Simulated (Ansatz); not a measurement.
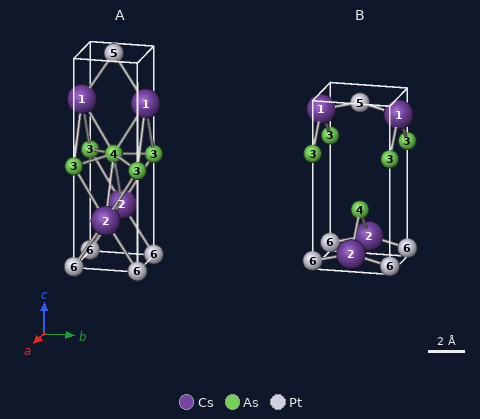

Two geometries of a crystal of CsAsPt (built on the AlClO-59 type type), drawn at one scale. One is the start of a relaxation, the other its converged end. The picture is a ball-and-stick view of the cell of the calculation, seen slightly off an axis.

These are results of DFT, PBEsol, plane waves, PAW in Ansatz, not measurements. (plane-wave cutoff 420 eV; k-point mesh 6 × 6 × 2; occupations fermi dirac; smearing width 0.03 eV; no spin polarisation; cell and atoms relaxed; force threshold 0.01 eV/Å; at most 120 steps)

Question: Which geometry has the lower energy?

Answer: Structure A is the relaxed one. The largest moves relative to the cell, 2.48 Å, are those of As3 and As4. As4 goes along +c. By element the largest moves are As 2.48 Å, Cs 1.62 Å, Pt 0.55 Å. The drawn cell changes as follows: a 3.934 → 3.651 Å (−7.2 %), b 4.533 → 3.733 Å (−17.6 %), c 9.927 → 12.344 Å (+24.4 %); the volume changes by −5.0 %. Among the contacts that change: Cs1–As4 6.205 → 3.606 Å, As3–As4 4.751 → 2.638 Å, Cs1–Pt5 2.331 → 3.402 Å, Cs1–As3 2.872 → 3.915 Å. New bonds form, among them: As3–As4 (4.75 → 2.64 Å), Cs1–As4 (6.21 → 3.61 Å), Cs2–As3 (6.21 → 3.61 Å). Among the angles between lasting bonds that change: Pt5–Cs1–Pt5 152.9° → 66.5°, Pt6–Cs1–Pt6 104.9° → 63.5°, As3–Cs1–Pt5 99.8° → 137.7°. The space group stays Pmmn (No. 59). The energy falls by 3153 meV per atom in 22 accepted moves (27 points after the start). Largest force component: 6.4 eV/Å at the start, 0.0075 eV/Å at the end. The pressure goes from 31.46 to 0.01 GPa. The line search rejected the trial steps at points 16, 20, 25 of the run. At 2 points the geometry stayed and the basis and grid were re-selected for the new cell (energy shift of 11.6 meV per atom at most each time).
